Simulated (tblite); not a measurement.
Molecular dynamics of C4H7NSe

The run: molecular dynamics of C4H7NSe. Method and program: GFN2-xTB Langevin dynamics, gas phase (tblite 0.8.0).

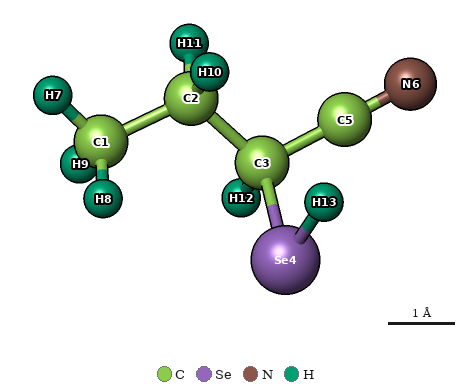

**Figure 1.** The starting structure (ball-and-stick view, seen at a tilt; atoms are numbered from 1 in the order of the input). Bond lengths as drawn: C–C 1.43 to 1.53 Å, C–H 1.09 to 1.10 Å, C–N 1.14 Å, C–Se 2.01 Å and H–Se 1.45 Å.

### The input
```
{"job": {"kind": "md", "xc": "GFN2-xTB", "basis": "xTB", "temperature": 300, "steps": 2000, "every": 50}, "charge": 0, "multiplicity": 1}
C     -1.439056    -0.924394    -0.273207
C     -0.491193    -0.071742     0.556401
C      0.500325     0.695824    -0.318865
Se     1.798166    -0.508729    -1.273114
C      1.278136     1.628321     0.445492
N      1.911100     2.341748     1.076977
H     -2.097053    -1.494063     0.377178
H     -0.877745    -1.622337    -0.892365
H     -2.049584    -0.301096    -0.922946
H      0.058931    -0.701227     1.261077
H     -1.062267     0.656590     1.139632
H     -0.014854     1.223298    -1.130101
H      2.480705    -0.921707    -0.063886
```

The first line tells a small driver script what to run in tblite; the rest is the geometry in Å.

Hardware: 1 CPU thread, shared host.

Command:
```bash
OMP_NUM_THREADS=1 python <driver script> task.json out
```

### What the program printed
```
t/fs     T/K      E/eV
    0.0   250.0   -494.71609
   25.0   212.0   -494.50064
   50.0   157.7   -494.26391
   75.0   228.3   -494.38724
  100.0   256.0   -494.30893
  125.0   227.1   -494.13842
  150.0   318.7   -494.32001
  175.0   315.1   -494.23279
  200.0   345.6   -494.10826
  225.0   254.6   -494.17455
  250.0   212.0   -494.39077
  275.0   248.6   -494.40642
  300.0   270.5   -494.45550
  325.0   187.9   -494.27260
  350.0   228.1   -494.20196
  375.0   346.3   -494.37150
  400.0   398.4   -494.35447
  425.0   376.1   -494.22021
  450.0   253.1   -494.15501
  475.0   375.4   -494.46552
  500.0   266.0   -494.29311
  525.0   235.0   -494.33135
  550.0   224.6   -494.27217
  575.0   266.9   -494.29215
  600.0   323.6   -494.43273
  625.0   256.8   -494.23179
  650.0   309.1   -494.21019
  675.0   275.3   -494.24075
  700.0   520.2   -494.44813
  725.0   391.9   -493.98272
  750.0   412.7   -493.99659
  775.0   486.3   -494.07381
  800.0   450.1   -494.19721
  825.0   373.1   -494.21399
  850.0   354.8   -494.22383
  875.0   379.1   -494.23871
  900.0   391.7   -494.30991
  925.0   308.9   -494.14062
  950.0   303.4   -494.17404
  975.0   405.3   -494.16131
 1000.0   456.5   -494.23318
```

### Trajectory as extended XYZ (Å, eV, eV/Å), 16 of the 41 frames kept, from step=0 to step=40
```
13
Properties=species:S:1:pos:R:3:forces:R:3 step=0 time_fs=0.0 energy=-494.71609 temperature=250.0
C    -1.4391   -0.9244   -0.2732   -0.0009   0.0013   0.0008
C    -0.4912   -0.0717    0.5564    0.0019   0.0025  -0.0001
C     0.5003    0.6958   -0.3189    0.0031  -0.0009   0.0000
Se    1.7982   -0.5087   -1.2731   -0.0029  -0.0030   0.0021
C     1.2781    1.6283    0.4455   -0.0051  -0.0053   0.0040
N     1.9111    2.3417    1.0770   -0.0040   0.0024  -0.0020
H    -2.0971   -1.4941    0.3772   -0.0054  -0.0040  -0.0005
H    -0.8777   -1.6223   -0.8924   -0.0003  -0.0095   0.0017
H    -2.0496   -0.3011   -0.9229   -0.0029   0.0062  -0.0060
H     0.0589   -0.7012    1.2611    0.0063   0.0035  -0.0052
H    -1.0623    0.6566    1.1396    0.0036   0.0033   0.0025
H    -0.0149    1.2233   -1.1301    0.0023   0.0020   0.0044
H     2.4807   -0.9217   -0.0639    0.0043   0.0014  -0.0020
13
Properties=species:S:1:pos:R:3:forces:R:3 step=3 time_fs=75.0 energy=-494.38724 temperature=228.3
C    -1.4085   -1.1093   -0.1848   -0.8573  -0.7178   0.9023
C    -0.7125    0.0531    0.5086   -0.1685   0.0850  -0.3159
C     0.3449    0.7049   -0.3461    1.2667   0.8326   0.5175
Se    1.6916   -0.4217   -1.2058    0.2898  -0.8468  -0.2283
C     1.2348    1.5898    0.4071   -0.0311   0.1370   0.1021
N     2.0250    2.2306    0.9394   -0.4912  -0.2524  -0.1401
H    -2.3532   -1.3625    0.3146    0.1489   0.2850   0.2412
H    -0.8619   -2.0473   -0.1619    0.5501   0.1590   0.0542
H    -1.6995   -0.9517   -1.1935    0.1113   0.6108  -0.9441
H    -0.2613   -0.3040    1.4440   -0.2829   0.2460  -0.0827
H    -1.3889    0.9134    0.6577   -0.1990  -0.6643   0.5143
H    -0.0473    1.2921   -1.1547   -0.5539   0.2992  -0.5433
H     2.0381   -0.9783    0.0854    0.2172  -0.1732  -0.0772
13
Properties=species:S:1:pos:R:3:forces:R:3 step=5 time_fs=125.0 energy=-494.13842 temperature=227.1
C    -1.2033   -1.1306    0.0276   -1.1034  -1.7364  -1.7503
C    -0.6769    0.0738    0.6637    0.6180   2.5476  -2.0379
C     0.3004    0.7938   -0.3662    1.1119   0.3376   0.3705
Se    1.5839   -0.4971   -1.2324    0.4290   0.0835   0.0585
C     1.1626    1.7938    0.3057   -0.9783  -1.2313  -0.6228
N     1.8851    2.4551    0.8928    0.0274   0.2159   0.0224
H    -1.8731   -1.7696    0.5748    0.0702  -0.0899   1.0146
H    -0.4131   -1.7874   -0.3945   -0.3040   0.3443   0.4938
H    -1.8489   -0.8850   -0.8290    0.3554   0.3332  -0.1147
H    -0.2448   -0.0327    1.6143    0.9411  -0.4812   1.0465
H    -1.3791    0.8917    0.7470   -0.9720  -0.0689   0.3596
H    -0.1333    1.2288   -1.3182   -0.1345  -0.3164   1.2468
H     2.1995   -0.9709    0.0005   -0.0606   0.0620  -0.0871
13
Properties=species:S:1:pos:R:3:forces:R:3 step=8 time_fs=200.0 energy=-494.10826 temperature=345.6
C    -1.5767   -0.9626    0.2361    0.8704   0.1548   0.6352
C    -0.7003    0.1922    0.8584    0.8696  -0.7987  -0.0858
C     0.3209    0.6855   -0.2777   -1.5083   0.3731   1.6509
Se    1.5012   -0.5405   -1.2593    0.0218  -0.1817   0.1405
C     1.0503    1.7608    0.3407    0.7504  -0.1885  -0.0638
N     1.7509    2.4631    0.9187   -0.4586  -0.0921  -0.2814
H    -2.4012   -1.3909    0.8349    0.7428   0.4928   0.2380
H    -0.9142   -1.8330   -0.0693   -0.7830   1.2230   0.1504
H    -2.0654   -0.4695   -0.5932    0.0229  -0.4040  -0.5441
H    -0.0497   -0.0897    1.7337   -1.0499  -0.0506  -0.5730
H    -1.2981    1.1146    1.1127    0.4377  -1.1325  -0.1132
H    -0.4306    1.0238   -0.9663    0.2230   0.5277  -1.1521
H     2.5212   -0.7064   -0.2343   -0.1387   0.0768  -0.0015
13
Properties=species:S:1:pos:R:3:forces:R:3 step=11 time_fs=275.0 energy=-494.40642 temperature=248.6
C    -1.8328   -0.8775    0.2479   -0.8303  -1.0615  -0.1260
C    -0.7023   -0.0652    0.8240   -0.8820   1.7549  -0.9170
C     0.1507    0.7026   -0.2641   -0.9080  -1.2723   0.7883
Se    1.3911   -0.6286   -1.0412    0.0456  -0.2509  -1.2313
C     0.9955    1.6289    0.3787    0.6885   0.7541   0.0469
N     1.8003    2.2999    0.8404   -0.1424   0.1098   0.1868
H    -2.4154   -1.4833    0.9775    0.6916   0.5716   0.0077
H    -1.4899   -1.6033   -0.4767    0.3457  -0.1389  -0.2964
H    -2.5829   -0.2735   -0.2521    0.1116   0.3651  -0.0629
H     0.0309   -0.6420    1.3288    0.2130  -0.6382   0.9354
H    -1.1986    0.6832    1.4729    0.6344  -0.2161   0.0317
H    -0.3879    1.1161   -1.1100   -0.2948   0.1339   0.0234
H     2.0419   -0.9380    0.1699    0.3270  -0.1114   0.6136
13
Properties=species:S:1:pos:R:3:forces:R:3 step=13 time_fs=325.0 energy=-494.27260 temperature=187.9
C    -1.8203   -1.0316    0.2529   -0.2003  -0.2565   0.2906
C    -0.9276    0.0150    0.9103    1.3823   0.3697  -0.2607
C     0.1019    0.6227   -0.0506    0.2995   1.3382  -0.1863
Se    1.3315   -0.6484   -1.0153   -0.2384   0.0921   0.0094
C     0.9312    1.6918    0.5500   -0.6263  -1.5436  -0.3136
N     1.6532    2.3995    1.0805    0.0009   0.2712  -0.0011
H    -2.4248   -1.3177    1.1072   -0.4473  -0.6408  -0.3433
H    -1.2640   -1.8653   -0.1430    0.3380  -0.4136   0.2348
H    -2.4827   -0.7483   -0.6059    0.6995   0.5632   1.0017
H    -0.3703   -0.2204    1.8704   -0.8488  -0.6342  -1.0914
H    -1.5800    0.8132    1.1609   -0.6297   1.0306   0.4400
H    -0.4561    1.0982   -0.8807    0.2177  -0.1968   0.0183
H     2.2556   -0.8750    0.0605    0.0531   0.0203   0.2016
13
Properties=species:S:1:pos:R:3:forces:R:3 step=16 time_fs=400.0 energy=-494.35447 temperature=398.4
C    -1.6835   -1.1440    0.3207    0.5581   1.0701  -1.1206
C    -0.9393   -0.0012    1.0308   -0.9464   1.0637  -1.8192
C     0.0602    0.6725    0.0579   -0.7825  -0.6621  -0.7230
Se    1.3028   -0.6846   -0.7917    0.0621   0.4131   0.1256
C     0.7853    1.6692    0.7318    0.8688   0.8710   1.3948
N     1.3041    2.3867    1.4689   -0.2341  -0.3525  -0.7463
H    -2.4134   -1.4898    1.0200   -0.6173  -0.3861  -0.0878
H    -0.9676   -1.9474    0.0703   -0.5583   0.3165   0.0431
H    -2.1373   -0.7044   -0.6503    0.5002  -1.0260   1.5722
H    -0.4894   -0.3209    1.9432    0.2380  -0.0356   0.5645
H    -1.6695    0.8407    1.1420    0.3252  -0.7591   0.7798
H    -0.5452    1.1506   -0.7499    0.5579  -0.4546   0.1044
H     2.0280   -0.8545    0.4545    0.0282  -0.0584  -0.0875
13
Properties=species:S:1:pos:R:3:forces:R:3 step=19 time_fs=475.0 energy=-494.46552 temperature=375.4
C    -1.7031   -1.3286    0.7260    0.5523   0.4586  -0.1468
C    -0.8987   -0.1357    1.2609    0.1398   0.6427  -0.4679
C     0.0081    0.4926    0.1688    0.1537  -1.6140   0.3781
Se    1.3908   -0.8309   -0.5776    0.0970   0.1333   0.2879
C     0.7542    1.5257    0.7673    0.2874   1.8194  -0.0311
N     1.2526    2.4649    1.2096   -0.1190  -0.8301  -0.1187
H    -2.5435   -1.5618    1.3428   -0.5595   0.1276   0.5092
H    -1.0756   -2.2259    0.7663   -0.0654   0.2631  -0.6206
H    -2.0965   -1.0656   -0.2804    0.4882  -0.5106   0.5662
H    -0.2707   -0.3295    2.1413   -0.2369  -0.4566  -0.2367
H    -1.5320    0.7123    1.5494   -0.3651  -0.2639   0.0342
H    -0.5288    0.7548   -0.7355   -0.1973   0.3628   0.0040
H     2.4719   -0.3569    0.2901   -0.1752  -0.1323  -0.1578
13
Properties=species:S:1:pos:R:3:forces:R:3 step=21 time_fs=525.0 energy=-494.33135 temperature=235.0
C    -1.5673   -1.4384    0.8161   -0.4310   0.6018  -0.0719
C    -0.8948   -0.1556    1.2605    0.8788   1.5639   0.4707
C    -0.0081    0.3896    0.0883   -0.7153   2.2476   0.3653
Se    1.3950   -0.8443   -0.4874    0.0437  -0.3727  -0.6891
C     0.7070    1.6433    0.4507   -0.2566  -0.5843   0.8522
N     1.2717    2.5336    0.9124   -0.4425  -0.6418  -0.6471
H    -2.0607   -1.8791    1.6531   -0.2705  -0.4321   0.6123
H    -0.8369   -2.1527    0.4250   -0.2282   0.2514  -0.0485
H    -2.3570   -1.2116    0.0856    0.4563  -0.1629  -0.0334
H    -0.1961   -0.2839    2.1059   -0.0973  -0.5827  -0.1950
H    -1.5643    0.6756    1.7088    0.4572  -1.2345  -1.2849
H    -0.6628    0.7192   -0.7720    0.6097  -0.7998   0.3962
H     2.1945   -0.8264    0.7038   -0.0043   0.1461   0.2733
13
Properties=species:S:1:pos:R:3:forces:R:3 step=24 time_fs=600.0 energy=-494.43273 temperature=323.6
C    -1.6513   -1.4924    0.7746   -0.3430  -0.8692  -1.4037
C    -1.0680   -0.2016    1.2246    1.5401   0.2922   0.7708
C    -0.1746    0.3624    0.1486    0.7369   0.2633  -0.2042
Se    1.4498   -0.7654   -0.3980   -0.3613  -0.1493  -0.0018
C     0.4356    1.6352    0.3913    0.3219   0.5198  -0.0427
N     1.0191    2.6219    0.4586   -0.3421  -0.3139   0.1922
H    -2.5241   -1.7777    1.3285   -0.4358   0.0248   0.2745
H    -1.0066   -2.3625    0.7525    0.5319   0.0945   0.3077
H    -1.9270   -1.3491   -0.2969   -0.2223  -0.1692   0.6656
H    -0.4603   -0.1871    2.1539   -0.4311  -0.5916  -0.1834
H    -1.8712    0.4769    1.3898   -0.6939   0.8068   0.0837
H    -0.7118    0.4389   -0.7849   -0.2355  -0.0017  -0.5617
H     2.0849   -0.8426    0.8982   -0.0659   0.0934   0.1031
13
Properties=species:S:1:pos:R:3:forces:R:3 step=27 time_fs=675.0 energy=-494.24075 temperature=275.3
C    -1.6041   -1.3817    0.8958   -2.1553  -0.4303   1.6561
C    -0.9543   -0.0417    1.0930   -2.0435   0.6814  -0.4032
C    -0.2110    0.4082   -0.1669   -0.6154  -0.0451   0.6068
Se    1.3808   -0.7028   -0.1934    1.6023  -0.0161  -0.3912
C     0.1670    1.7479    0.1129   -0.0839  -0.4490  -0.9522
N     0.4981    2.8150    0.3095    0.3255   1.2131   0.3830
H    -1.9853   -1.7630    1.9199    0.1135   0.7384  -1.5334
H    -1.0172   -2.1933    0.5715    1.2776  -0.5871  -0.6368
H    -2.4405   -1.2808    0.1759    0.2585  -0.1657   0.5751
H    -0.2627   -0.0736    1.9033    0.4372   0.1328   0.6985
H    -1.8094    0.6846    1.3460    1.2106  -0.6820  -0.2479
H    -0.7583    0.2694   -1.1136    0.0257   0.1981   0.3478
H     2.3286    0.4407    0.0107   -0.3528  -0.5885  -0.1027
13
Properties=species:S:1:pos:R:3:forces:R:3 step=29 time_fs=725.0 energy=-493.98272 temperature=391.9
C    -1.5377   -1.3595    0.9365    0.6172  -0.1701  -2.2433
C    -1.2905    0.1595    1.0197    2.9089  -1.7570   1.4227
C    -0.2730    0.5595   -0.0421    1.1712   1.7684  -0.1173
Se    1.3584   -0.7187   -0.0534   -0.2633   0.9064  -0.3298
C     0.1566    2.0098   -0.1471   -0.4315  -1.6763   1.7276
N     0.4149    3.1186   -0.0161   -0.0098  -0.3839  -0.4745
H    -1.9281   -1.7402    1.8283   -0.6049  -0.3926   1.2530
H    -0.5653   -1.9364    0.7212   -1.4049   0.8273   0.3574
H    -2.2513   -1.6006    0.1134    0.5710   0.1259   0.4815
H    -0.8458    0.2655    2.0518   -0.4890   0.5975  -0.8838
H    -2.1397    0.7284    0.8601   -1.6915   0.9738   0.0983
H    -0.7558    0.4780   -0.9790   -0.4648  -0.7979  -1.4127
H     1.8539   -0.1181   -1.2818    0.0912  -0.0214   0.1209
13
Properties=species:S:1:pos:R:3:forces:R:3 step=32 time_fs=800.0 energy=-494.19721 temperature=450.1
C    -1.8611   -1.3000    1.1322    0.8631   0.2527   0.2745
C    -1.3572    0.1817    1.0787   -1.2535  -0.6650  -1.8439
C    -0.4341    0.3960   -0.1699   -0.5447  -0.5076  -0.0887
Se    1.3388   -0.6930    0.0093   -0.4596   0.0280   0.2141
C    -0.0570    1.7753   -0.2960   -0.4721  -2.1755   0.1771
N     0.3538    2.8263   -0.2143    0.4969   1.8093  -0.1237
H    -2.8745   -1.4322    0.8075   -0.5291   0.1915   0.1885
H    -1.6932   -1.6403    2.1660   -0.5176  -0.0605  -0.4557
H    -1.2878   -1.9889    0.4941    0.2210   0.4662   0.1138
H    -0.9123    0.3501    2.0073    1.4619   0.4577   1.1243
H    -2.2055    0.9309    1.0950    0.6121  -0.8482  -0.6069
H    -0.8838   -0.0838   -1.1031    0.3254   0.8701   1.0475
H     2.2724    0.1896   -0.6505   -0.2038   0.1814  -0.0209
13
Properties=species:S:1:pos:R:3:forces:R:3 step=35 time_fs=875.0 energy=-494.23871 temperature=379.1
C    -1.8774   -1.3642    1.4464    0.3013  -0.4355  -0.8423
C    -1.3704    0.0279    1.2768   -0.5310   2.5303   1.1271
C    -0.4900    0.2927    0.1004    1.3333   0.5195  -0.9960
Se    1.3299   -0.6806   -0.0474   -0.0922   0.5501   0.8807
C    -0.0681    1.6705   -0.1604   -0.0082   2.3808  -0.9220
N     0.2084    2.7592   -0.5021   -0.6954  -3.2763   1.2250
H    -2.1778   -1.7183    0.4455    0.0089  -0.1055   0.3841
H    -2.7655   -1.4021    2.0876    0.7137  -0.1909   0.0807
H    -0.9981   -1.9158    1.7504   -0.3908  -0.7906   0.4546
H    -0.8537    0.4764    2.1828   -0.6031  -0.7834  -0.6120
H    -2.2868    0.6444    1.1217    0.5221   0.1641   0.0073
H    -0.9165   -0.0810   -0.8208   -0.4813  -0.0578  -0.4109
H     1.9451    0.2885    0.9092   -0.0773  -0.5048  -0.3765
13
Properties=species:S:1:pos:R:3:forces:R:3 step=37 time_fs=925.0 energy=-494.14062 temperature=308.9
C    -1.6980   -1.5069    1.3998    0.9960   2.6658   1.0313
C    -1.3592    0.0712    1.2233   -0.9386  -2.5471  -2.7559
C    -0.4719    0.2195   -0.0746   -1.0697   0.2858  -0.8700
Se    1.2580   -0.8118    0.0294   -0.3917   0.6536   1.1141
C    -0.2129    1.6335   -0.2796   -0.4213  -2.7392   0.4820
N    -0.1024    2.7550   -0.2748    0.3710   2.3012  -0.2190
H    -2.4155   -1.8819    0.6939   -0.2111   0.2114  -0.0303
H    -2.0078   -1.5626    2.4410   -0.3945  -0.4494  -0.1981
H    -0.7643   -2.0303    1.3088    0.2480  -0.4111  -0.1028
H    -0.7543    0.5130    1.9553    0.3950   0.1685   1.5394
H    -2.3419    0.5776    1.1369    0.7634   0.0225  -0.1457
H    -0.9546   -0.1701   -1.0204    0.1850   0.2375   0.8908
H     1.2344   -0.4167    1.4954    0.4685  -0.3995  -0.7359
13
Properties=species:S:1:pos:R:3:forces:R:3 step=40 time_fs=1000.0 energy=-494.23318 temperature=456.5
C    -1.7960   -1.6469    1.3652    2.4176  -0.7761  -1.9433
C    -1.4264   -0.2029    1.2584    0.7113   1.2047  -0.5489
C    -0.5942    0.0984   -0.0167   -0.1837   0.6593   0.0383
Se    1.2182   -0.9071    0.0062   -0.8905   0.1976  -0.3343
C    -0.4335    1.5399   -0.2988    0.1161  -3.3086   0.7420
N    -0.2022    2.6085   -0.5806    0.1900   1.8391  -0.3554
H    -2.2663   -2.0064    0.4486   -0.0630  -0.0133   0.0994
H    -2.3357   -1.9423    2.1821   -1.6173  -0.1503   1.9369
H    -0.8202   -2.1967    1.4937   -0.7257   0.1784  -0.4115
H    -0.6731    0.0089    2.0312   -0.9923   0.4849   0.5075
H    -2.3218    0.4686    1.1798    0.8037  -0.4307   0.6291
H    -1.1248   -0.3122   -0.8613   -0.0486  -0.2996  -0.6174
H     1.9084    0.1442    0.6537    0.2825   0.4146   0.2577
```

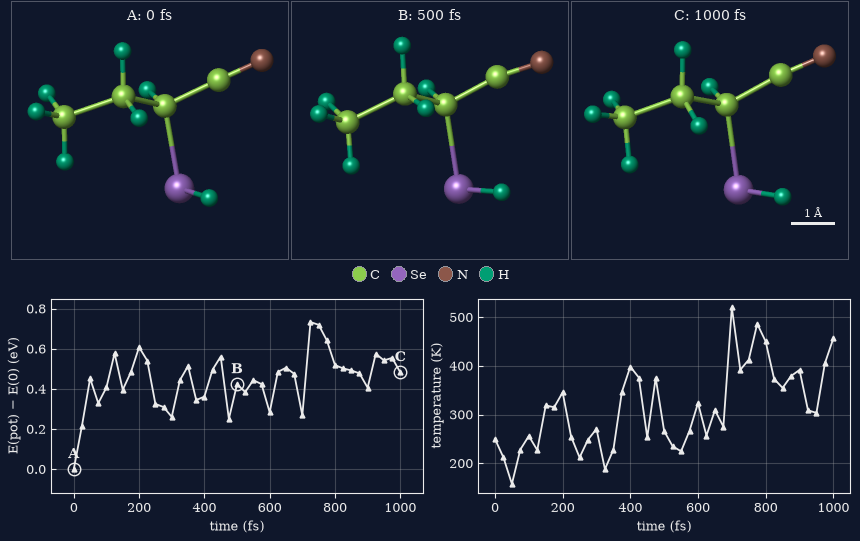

**Figure 2.** Frames of the molecular dynamics (ball-and-stick, seen at a tilt) above the curves, on which the letters mark them. The trajectory kept here has 41 frames over 1000 fs. The temperature starts at 250 K, ranges from 158 to 520 K and averages 352 K over the second half. The potential energy ends 0.483 eV above its first value. After an unweighted best fit of the last frame on the first, the root-mean-square displacement is 0.88 Å, and H9 has moved furthest (1.83 Å).

### Summary

| quantity | value |
| --- | --- |
| outcome | finished |
| mean temperature over the second half | 352 K |
| trajectory | 41 frames kept, 1000 fs |
| wall time | 9.6 s |
| peak memory | 0.18 GiB |
